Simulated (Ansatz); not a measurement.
## The perfect Au wire of staggered 5-rings

Aim: is the Au wire of staggered 5-rings a metal or a semiconductor?

Calculated with Ansatz 0.2.0; DFT PBE, plane waves, PAW; relaxation of a wire's period, in the first sound run; inputs show where later runs differ.

### Step 1. The structure

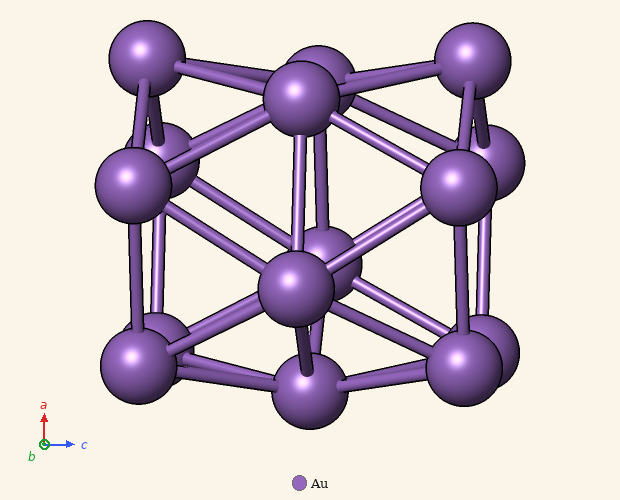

Start, viewed from the side, with the c axis across the page; gold purple. Some periodic images of atoms are drawn too.

The cell holds 10 atoms: 10 Au. Cell: a = 11.704 Å, b = 11.464 Å, c = 4.824 Å, α = 90.0°, β = 90.0°, γ = 90.0°. Vacuum lies along a and b. The structure's axis is c.

### Step 2. Relaxing the period

Band widths follow the bond lengths, so the wire is relaxed first. The atoms and the third cell vector are free; the box across stays fixed as vacuum. A Fermi-Dirac smearing is set since the result may be a metal. The pressure printed is a third of the stress's trace over the whole box, vacuum included; only the stress along the axis is relaxed.

File input.yaml:

```yaml
crystal:
  lattice:
    - [11.704, 0.0, 0.0]
    - [0.0, 11.464, 0.0]
    - [0.0, 0.0, 4.824165304]
  atoms:
    - { symbol: Au, position: [0.330513359, 0.625745498, 0.0] }
    - { symbol: Au, position: [0.330513359, 0.374285892, 0.0] }
    - { symbol: Au, position: [0.564761644, 0.70345079, 0.0] }
    - { symbol: Au, position: [0.564761644, 0.2965806, 0.0] }
    - { symbol: Au, position: [0.709535047, 0.500015695, 0.0] }
    - { symbol: Au, position: [0.290498975, 0.500015695, 0.5] }
    - { symbol: Au, position: [0.435272377, 0.70345079, 0.5] }
    - { symbol: Au, position: [0.435272377, 0.2965806, 0.5] }
    - { symbol: Au, position: [0.669520662, 0.625745498, 0.5] }
    - { symbol: Au, position: [0.669520662, 0.374285892, 0.5] }
kpoints:
  mp_grid: { grid: [1, 1, 17] }
scf:
  occupations: { method: fermi_dirac, width: 0.05 }
hamiltonian:
  xc: pbe
relax:
  cell: { fix: [a, b, alpha, beta, gamma] }
  max_steps: 60
```

Command:

```console
> ansatz run input.yaml --threads 4 --pin off --max-ram 16384MiB --backend cpu --events-out ev --progress --plain --runs-dir out
```

Numbers of over 12 decimals in the logs are rounded to 6 here.

What it wrote:

```text
Engine: ansatz 0.2.0, aarch64-unknown-linux-gnu
Pseudopotentials: kind: paw
Pseudopotential: Au, paw, valence charge 19, recommended cutoff 420 eV (normal), Au.paw.azcp
Functional definition: PBE
  parameter kappa = 0.804
  parameter beta = 0.066725
  exchange = pbe_x(kappa = kappa, mu = beta*pi^2/3)
  correlation = pbe_c(beta = beta)
Crystal: 10 atoms, lattice volume = 647.281 Å³
Basis set: ecut = 420 eV, 12641 PW (Γ), exchange–correlation on 160×160×72 points (8 copies of the dense FFT grid, shifted against one another)
Bands: 114, of which v1, the nominal top of the filled ones, is band 95 counted from 1 (94 counted from 0)
Symmetry: 8 space group operations
Space group: Pmma (ITA 51), of the structure as read, at distance tolerance 8.7e-5 Å
k-points: 9 of 17
Non-local potential: Au, projectors of the file, l = 0: 3, l = 1: 2, l = 2: 2, l = 3: 1
PAW form: soft (Blöchl's): semilocal exchange-correlation on the pseudo side does not see the compensation charge
PAW one-centre angular grid: Au, 590 points (default); XC on 64 Gauss nodes
Initial density: superposition of atomic densities (neutral atoms: chi_scale 0, normalization atom), corrected by the library's trained network
Initial wavefunctions: pseudopotential atomic-orbital guess
Functional: x = pbe(κ = 0.804, μ = 0.219515), c = pbe(β = 0.066725)
SCF iter   1: F=—  HF=-131487.558642 eV  |F-HF|=—  |Δ(HF+E_count)|=         —  Δρ=1.97e-3  dr2=1.37e-1  ethr=1.77e-3  ⟨swp⟩=6.2  Hψ=4034  notcnv=0  defer=22
preconditioner: auto → LDOS  [metal: Δε(μ)=0.033 eV  Ē_g=7.155 eV  σ=0.050 eV  W_gap=0.16  n_scr=126 (ndim 8)  ℏωp=15.3 eV  f_vac=0.592  D(μ)=5.11/eV (n_scr^D=12)  β→1.0]
SCF iter   2: F=—  HF=-131487.609747 eV  |F-HF|=—  |Δ(HF+E_count)|=   5.11e-2  Δρ=3.29e-3  dr2=3.13e-1  ethr=7.22e-5  ⟨swp⟩=4.0  Hψ=2538  notcnv=0  defer=112
SCF iter   3: F=—  HF=-131487.551034 eV  |F-HF|=—  |Δ(HF+E_count)|=   5.87e-2  Δρ=5.55e-4  dr2=5.75e-3  ethr=7.22e-5  ⟨swp⟩=2.0  Hψ=1468  notcnv=0  defer=112
SCF iter   4: F=—  HF=-131487.549787 eV  |F-HF|=—  |Δ(HF+E_count)|=   1.25e-3  Δρ=6.09e-5  dr2=2.75e-5  ethr=3.03e-6  ⟨swp⟩=2.0  Hψ=1472  notcnv=0  defer=112
SCF iter   5: F=—  HF=-131487.549765 eV  |F-HF|=—  |Δ(HF+E_count)|=   2.13e-5  Δρ=2.20e-5  dr2=4.51e-6  ethr=1.45e-8  ⟨swp⟩=2.6  Hψ=1709  notcnv=0  defer=112
SCF iter   6: F=—  HF=-131487.549765 eV  |F-HF|=—  |Δ(HF+E_count)|=   1.81e-7  Δρ=1.04e-5  dr2=9.11e-7  ethr=2.37e-9  ⟨swp⟩=2.3  Hψ=1663  notcnv=0  defer=112
SCF iter   7: F=-131487.549765 eV  HF=-131487.549765 eV  |F-HF|=2.69e-8  |Δ(HF+E_count)|=   1.40e-7  Δρ=1.77e-6  dr2=1.51e-8  ethr=5.26e-11  ⟨swp⟩=3.0  Hψ=4182  notcnv=0
SCF 1 converged in 7 iterations: F = -131487.549765 eV  dr2 = 1.51e-8
  greatest PAW one-centre occupation: 1.000 electrons in one spin orbital (limit 2), on the Au atom at site 7 (counted from 0), in its partial waves of l = 0
relax step   1: F+E_penalty+E_count = -131487.54976535 eV  Δ(F+E_penalty+E_count) = +0.000e0 eV  max|allowed force component| = 3.710e-1 eV/Å  Δτ_max = 0.0000 Å  P = -2.126 GPa  Ω = 647.281 Å³  fix = [a, b, alpha, beta, gamma]  reactions: a -1.149, b -1.144 GPa  (7 SCF iters, dr2 threshold 1.00e-7 eV, accepted)
Crystal: 10 atoms, lattice volume = 615.709 Å³
Basis set: ecut = 420 eV, 12047 PW (Γ), exchange–correlation on 160×160×72 points (8 copies of the dense FFT grid, shifted against one another)
Initial density: handed on by an earlier stage of this run
Initial wavefunctions: those handed on with the density
iter 1 solved again at ethr=1.53e-4 eV; its pass at ethr=3.10e-3 eV (dr2=2.91e-1 eV) is discarded
SCF iter   1: F=—  HF=-131488.016135 eV  |F-HF|=—  |Δ(HF+E_count)|=         —  Δρ=5.68e-3  dr2=2.90e-1  ethr=1.53e-4  ⟨swp⟩=3.3  Hψ=5428  notcnv=0
preconditioner: auto → LDOS  [insulator: Δε(μ)=0.231 eV  Ē_g=7.590 eV  σ=0.050 eV  W_gap=0.81  n_scr=126 (ndim 8)  ℏωp=15.7 eV  f_vac=0.604  D(μ)=2.15/eV (n_scr^D=8)  ε∞_Penn≈5.3  β→1.0]
SCF iter   2: F=—  HF=-131488.179689 eV  |F-HF|=—  |Δ(HF+E_count)|=   1.64e-1  Δρ=7.31e-3  dr2=1.12e0  ethr=1.53e-4  ⟨swp⟩=4.2  Hψ=2438  notcnv=0  recentre
SCF iter   3: F=—  HF=-131487.958863 eV  |F-HF|=—  |Δ(HF+E_count)|=   2.21e-1  Δρ=1.52e-3  dr2=2.12e-2  ethr=1.53e-4  ⟨swp⟩=4.3  Hψ=2558  notcnv=0  defer=84
SCF iter   4: F=—  HF=-131487.955595 eV  |F-HF|=—  |Δ(HF+E_count)|=   3.27e-3  Δρ=3.63e-4  dr2=1.07e-3  ethr=1.11e-5  ⟨swp⟩=2.2  Hψ=1492  notcnv=0  defer=95
SCF iter   5: F=—  HF=-131487.955424 eV  |F-HF|=—  |Δ(HF+E_count)|=   1.71e-4  Δρ=7.43e-5  dr2=1.19e-5  ethr=5.64e-7  ⟨swp⟩=2.0  Hψ=1402  notcnv=0  defer=95
SCF iter   6: F=—  HF=-131487.955409 eV  |F-HF|=—  |Δ(HF+E_count)|=   1.51e-5  Δρ=1.26e-5  dr2=2.17e-6  ethr=5.26e-10  ⟨swp⟩=6.3  Hψ=4367  notcnv=0
SCF iter   7: F=-131487.955410 eV  HF=-131487.955410 eV  |F-HF|=2.25e-8  |Δ(HF+E_count)|=   3.83e-7  Δρ=3.33e-6  dr2=7.15e-8  ethr=5.26e-10  ⟨swp⟩=5.0  Hψ=3332  notcnv=0
SCF 2 converged in 7 iterations: F = -131487.955410 eV  dr2 = 7.15e-8
relax step   2: F+E_penalty+E_count = -131487.95540954 eV  Δ(F+E_penalty+E_count) = -4.056e-1 eV  max|allowed force component| = 3.991e-1 eV/Å  Δτ_max = 0.0842 Å  P = +1.074 GPa  Ω = 615.709 Å³  energy of the carried Pulay correction = +3.039e-3 eV  fix = [a, b, alpha, beta, gamma]  reactions: a +1.234, b +1.237 GPa  (7 SCF iters, dr2 threshold 1.00e-6 eV, accepted)
Crystal: 10 atoms, lattice volume = 614.598 Å³
Basis set: ecut = 420 eV, 12031 PW (Γ), exchange–correlation on 160×160×72 points (8 copies of the dense FFT grid, shifted against one another)
iter 1 solved again at ethr=4.74e-5 eV; its pass at ethr=3.10e-3 eV (dr2=9.01e-2 eV) is discarded
SCF iter   1: F=—  HF=-131488.111170 eV  |F-HF|=—  |Δ(HF+E_count)|=         —  Δρ=3.41e-3  dr2=9.29e-2  ethr=4.74e-5  ⟨swp⟩=3.0  Hψ=4494  notcnv=0
preconditioner: auto → LDOS  [insulator: Δε(μ)=0.222 eV  Ē_g=7.571 eV  σ=0.050 eV  W_gap=0.80  n_scr=126 (ndim 8)  ℏωp=15.7 eV  f_vac=0.595  D(μ)=1.79/eV (n_scr^D=4)  ε∞_Penn≈5.3  β→1.0]
SCF iter   2: F=—  HF=-131488.192966 eV  |F-HF|=—  |Δ(HF+E_count)|=   8.18e-2  Δρ=4.24e-3  dr2=5.31e-1  ethr=4.74e-5  ⟨swp⟩=3.8  Hψ=2519  notcnv=0  recentre
SCF iter   3: F=—  HF=-131488.093284 eV  |F-HF|=—  |Δ(HF+E_count)|=   9.97e-2  Δρ=1.25e-3  dr2=1.14e-2  ethr=4.74e-5  ⟨swp⟩=3.8  Hψ=2603  notcnv=0
SCF iter   4: F=—  HF=-131488.091253 eV  |F-HF|=—  |Δ(HF+E_count)|=   2.03e-3  Δρ=2.02e-4  dr2=2.12e-4  ethr=6.02e-6  ⟨swp⟩=2.0  Hψ=1683  notcnv=0
SCF iter   5: F=—  HF=-131488.091219 eV  |F-HF|=—  |Δ(HF+E_count)|=   3.39e-5  Δρ=5.35e-5  dr2=9.53e-6  ethr=1.11e-7  ⟨swp⟩=3.3  Hψ=2224  notcnv=0
SCF iter   6: F=-131488.091221 eV  HF=-131488.091221 eV  |F-HF|=2.30e-7  |Δ(HF+E_count)|=   2.31e-6  Δρ=8.98e-6  dr2=3.44e-7  ethr=5.26e-10  ⟨swp⟩=5.2  Hψ=3611  notcnv=0
SCF 3 converged in 6 iterations: F = -131488.091221 eV  dr2 = 3.44e-7
  greatest PAW one-centre occupation: 1.000 electrons in one spin orbital (limit 2), on the Au atom at site 5 (counted from 0), in its partial waves of l = 0
relax step   3: F+E_penalty+E_count = -131488.09122147 eV  Δ(F+E_penalty+E_count) = -1.358e-1 eV  max|allowed force component| = 2.721e-2 eV/Å  Δτ_max = 0.0671 Å  P = -0.098 GPa  Ω = 614.598 Å³  energy of the carried Pulay correction = +3.149e-3 eV  fix = [a, b, alpha, beta, gamma]  reactions: a +0.087, b +0.088 GPa  (6 SCF iters, dr2 threshold 1.00e-6 eV, accepted)
[...]
relax step   4: F+E_penalty+E_count = -131488.10273478 eV  Δ(F+E_penalty+E_count) = -1.151e-2 eV  max|allowed force component| = 4.033e-3 eV/Å  Δτ_max = 0.0322 Å  P = +0.081 GPa  Ω = 605.951 Å³  energy of the carried Pulay correction = +4.010e-3 eV  fix = [a, b, alpha, beta, gamma]  reactions: a +0.005, b -0.004 GPa  (6 SCF iters, dr2 threshold 5.54e-7 eV, accepted)
[...]
relax step   5: F+E_penalty+E_count = -131488.10387683 eV  Δ(F+E_penalty+E_count) = -1.142e-3 eV  max|allowed force component| = 6.854e-3 eV/Å  Δτ_max = 0.0134 Å  P = -0.013 GPa  Ω = 609.233 Å³  energy of the carried Pulay correction = +3.682e-3 eV  fix = [a, b, alpha, beta, gamma]  reactions: a +0.005, b +0.014 GPa  (6 SCF iters, dr2 threshold 1.45e-7 eV, accepted)
[...]
relax step   6: F+E_penalty+E_count = -131488.10422826 eV  Δ(F+E_penalty+E_count) = -3.514e-4 eV  max|allowed force component| = 6.178e-4 eV/Å  Δτ_max = 0.0059 Å  P = -0.004 GPa  Ω = 608.359 Å³  energy of the carried Pulay correction = +3.769e-3 eV  fix = [a, b, alpha, beta, gamma]  reactions: a -0.006, b -0.009 GPa  (6 SCF iters, dr2 threshold 8.55e-9 eV, accepted)
Basis set: ecut = 420 eV, 11955 PW (Γ), exchange–correlation on 160×160×64 points (8 copies of the dense FFT grid, shifted against one another)
Initial wavefunctions: pseudopotential atomic-orbital guess (no wavefunctions were taken with the density)
iter 1 solved again at ethr=5.35e-7 eV; its pass at ethr=3.10e-3 eV (dr2=1.02e-3 eV) is discarded
SCF iter   1: F=—  HF=-131488.099470 eV  |F-HF|=—  |Δ(HF+E_count)|=         —  Δρ=1.16e-4  dr2=1.29e-5  ethr=5.35e-7  ⟨swp⟩=3.8  Hψ=7010  notcnv=0
SCF iter   2: F=—  HF=-131488.099594 eV  |F-HF|=—  |Δ(HF+E_count)|=   1.24e-4  Δρ=2.85e-5  dr2=3.26e-6  ethr=6.78e-9  ⟨swp⟩=2.4  Hψ=1931  notcnv=0
SCF iter   3: F=—  HF=-131488.099593 eV  |F-HF|=—  |Δ(HF+E_count)|=   7.50e-7  Δρ=1.62e-5  dr2=1.68e-6  ethr=1.72e-9  ⟨swp⟩=2.0  Hψ=1881  notcnv=0
SCF iter   4: F=—  HF=-131488.099593 eV  |F-HF|=—  |Δ(HF+E_count)|=   4.37e-7  Δρ=4.66e-6  dr2=1.49e-7  ethr=8.85e-10  ⟨swp⟩=2.0  Hψ=1456  notcnv=0
SCF iter   5: F=—  HF=-131488.099593 eV  |F-HF|=—  |Δ(HF+E_count)|=   3.06e-8  Δρ=1.43e-6  dr2=4.96e-8  ethr=7.83e-11  ⟨swp⟩=2.3  Hψ=1777  notcnv=0
SCF iter   6: F=—  HF=-131488.099593 eV  |F-HF|=—  |Δ(HF+E_count)|=   9.23e-9  Δρ=2.67e-7  dr2=4.72e-10  ethr=2.61e-11  ⟨swp⟩=2.1  Hψ=1496  notcnv=0
SCF iter   7: F=-131488.099593 eV  HF=-131488.099593 eV  |F-HF|=8.73e-11  |Δ(HF+E_count)|=  2.91e-11  Δρ=4.44e-8  dr2=1.75e-11  ethr=1.00e-12  ⟨swp⟩=5.1  Hψ=3912  notcnv=0
SCF 7 converged in 7 iterations: F = -131488.099593 eV  dr2 = 1.75e-11
relax step   7: F+E_penalty+E_count = -131488.09959301 eV  Δ(F+E_penalty+E_count) = +4.635e-3 eV  max|allowed force component| = 8.674e-4 eV/Å  Δτ_max = 0.0000 Å  P = -0.002 GPa  Ω = 608.359 Å³  fix = [a, b, alpha, beta, gamma]  reactions: a -0.005, b -0.008 GPa  stress off target by 5.22e-3 GPa on what of the cell is left free  SCF on the basis re-selected at this cell (its energy is not comparable with the rows above)  (7 SCF iters)
basis re-selected at this cell: Δ(F+E_penalty+E_count) = +4.635e-3 eV, ΔP = +0.002 GPa vs the last step (what re-selecting the basis moved, of the pressure what is left beyond the Pulay correction that the steps carried, after the strain that the cell walked since its last selection, with what the two solves' SCF thresholds leave and, on support functions, any second-order correction that the steps lacked; it is no measure of the basis error at this ecutwfc). The dense FFT grid was sized anew with the basis: this SCF ran on 80×80×32 points, the steps before it on 80×80×36, so part of this shift can come from that change (see relax.cell in the input reference). [rest of the remark cut]
SCF converged after 7 iterations
Free energy (F): -131488.099593 eV
Harris-Foulkes:  -131488.099593 eV  (|F-HF|=8.73e-11)
Internal energy: -131488.085496 eV  (E = F + TS)
E sigma→0 (E₀):  -131488.092545 eV
Entropy (-TS):   -0.014097 eV (-1.410 meV/atom)
Fermi energy:    1.448986 eV
--- Per-component energies (eV) ---
  E_band       = -5455.023661
  E_kinetic    = 6048.645648
  E_local      = -82387.949894  (includes V_loc(G=0)·N_el)
  E_nonlocal   = 743.707074
  E_hartree    = 38251.894494
  E_xc         = -2270.521752
  E_vxc        = -2737.851190  (∫ρ·V_xc dr)
  E_paw        = -97071.526606  (= ΣΔE_a)
  E_vpaw       = -3625.379421  (= ΣTr[D̂ρ^β])
  E_aug_tail   = 0.014129  (compensation charges beyond the density's cutoff)
  E_ewald      = 5197.651411
  E_smearing   = -0.014097  (= −TS)
  E_closure    = 0.000000  (closes the sum)
  Σ components = -131488.099593   (vs F -131488.099593, Δ=0.00e0)
--- Forces (eV/Å), atoms counted from 1 ---
  atom   1  Au    -0.00086737    -0.00002625     0.00000000
  atom   2  Au    -0.00086737     0.00002625     0.00000000
  atom   3  Au     0.00026341     0.00049975     0.00000000
  atom   4  Au     0.00026341    -0.00049975     0.00000000
  atom   5  Au     0.00064195     0.00000000     0.00000000
  atom   6  Au    -0.00064195     0.00000000     0.00000000
  atom   7  Au    -0.00026341     0.00049975     0.00000000
  atom   8  Au    -0.00026341    -0.00049975     0.00000000
  atom   9  Au     0.00086737    -0.00002625     0.00000000
  atom  10  Au     0.00086737     0.00002625     0.00000000
  max |Σ_I F_I| component: 1.08e-19 eV/Å
--- Stress (GPa, compression-positive) ---
       -0.004574       0.000000       0.000000
        0.000000      -0.007774       0.000000
        0.000000       0.000000       0.005216
  P = ⅓ Tr σ = -0.0024 GPa (-0.024 kbar)
--- Relaxed structure (6 steps of the walk, 6 accepted, 1 SCFs on fresh bases) ---
  F+E_penalty+E_count = -131488.09959301 eV   max|allowed force component| = 8.674e-4 eV/Å   (the final SCF, on the basis selected at the relaxed cell)
  cell:  # Å, volume = 608.3585 Å³
    - [11.704, 0.0, 0.0]
    - [0.0, 11.464, 0.0]
    - [0.0, 0.0, 4.534079]
  atoms:
    - { symbol: Au, position: [0.330396, 0.626030, 0.0] }
    - { symbol: Au, position: [0.330396, 0.374001, 0.0] }
    - { symbol: Au, position: [0.564970, 0.704313, 0.0] }
    - { symbol: Au, position: [0.564970, 0.295718, 0.0] }
    - { symbol: Au, position: [0.709553, 0.500016, 0.0] }
    - { symbol: Au, position: [0.290481, 0.500016, 0.500000] }
    - { symbol: Au, position: [0.435064, 0.704313, 0.500000] }
    - { symbol: Au, position: [0.435064, 0.295718, 0.500000] }
    - { symbol: Au, position: [0.669638, 0.626030, 0.500000] }
    - { symbol: Au, position: [0.669638, 0.374001, 0.500000] }
```

The job ended after 57 s (4 threads of Arm Neoverse V2, shared host; peak memory 1.7 GiB).

Relaxation path:

```csv
step,energy less that of the first step (eV),largest force component (eV/Å),pressure (GPa),volume (Å³)
1,0.0000,0.3710,-2.13,647.28
2,-0.4056,0.3991,1.07,615.71
3,-0.5415,0.0272,-0.10,614.60
4,-0.5530,0.0040,0.08,605.95
5,-0.5541,0.0069,-0.01,609.23
6,-0.5545,0.0006,0.00,608.36
7*,-0.5498,0.0009,0.00,608.36
```

Relaxation steps marked * repeat the geometry before them on a plane-wave basis chosen anew for their cell, so energy and pressure can jump there.

Forces are held to the 8 operations that the run works with; a distortion that breaks them can't arise in this run.

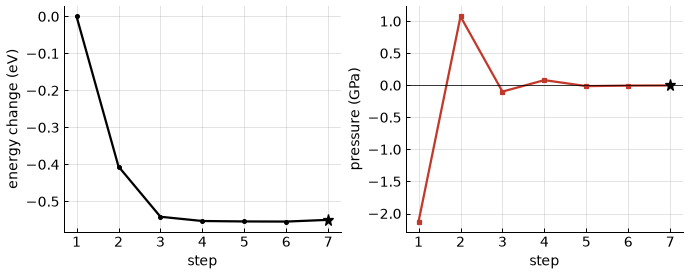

Energy and pressure along the relaxation. Stars mark steps on a basis chosen anew.

```csv
cell as run,before,after,change
c (Å),4.824,4.534,-6.0 %
```

The atoms that moved most (Å, along periodic axes as changes of fractional coordinates times the final cell, across vacuum about the mean position):

```csv
atom,dx,dy,dz,length
Au4,0.002,-0.010,0.000,0.010
Au3,0.002,0.010,0.000,0.010
Au8,-0.002,-0.010,0.000,0.010
Au7,-0.002,0.010,0.000,0.010
```

Final coordinates:

```cif
data_structure
_symmetry_space_group_name_H-M 'P 1'
_symmetry_Int_Tables_number 1
_cell_length_a 11.7040
_cell_length_b 11.4640
_cell_length_c 4.5341
_cell_angle_alpha 90.000
_cell_angle_beta 90.000
_cell_angle_gamma 90.000
_cell_volume 608.36
loop_
_atom_site_label
_atom_site_type_symbol
_atom_site_fract_x
_atom_site_fract_y
_atom_site_fract_z
_atom_site_occupancy
Au1 Au 0.33040 0.62603 0.00000 1
Au2 Au 0.33040 0.37400 0.00000 1
Au3 Au 0.56497 0.70431 0.00000 1
Au4 Au 0.56497 0.29572 0.00000 1
Au5 Au 0.70955 0.50002 0.00000 1
Au6 Au 0.29048 0.50002 0.50000 1
Au7 Au 0.43506 0.70431 0.50000 1
Au8 Au 0.43506 0.29572 0.50000 1
Au9 Au 0.66964 0.62603 0.50000 1
Au10 Au 0.66964 0.37400 0.50000 1
```

This step gave:

* energy at zero smearing: -131488.0925 eV
* cell length along the wire: 4.534 Å

The cell's length comes to 4.534 Å with spin left out.

[end of part 1 of 4]

[Logs are printed without paths, hosts, clocks, repeated set-up lines and the standing remarks that a program may print on its own settings, such as how far it seeks lower states.]

[Hosts, paths, dates, database ids (printed as entryN), source tags and the programs' standing remarks are cut or masked in the printed files.]
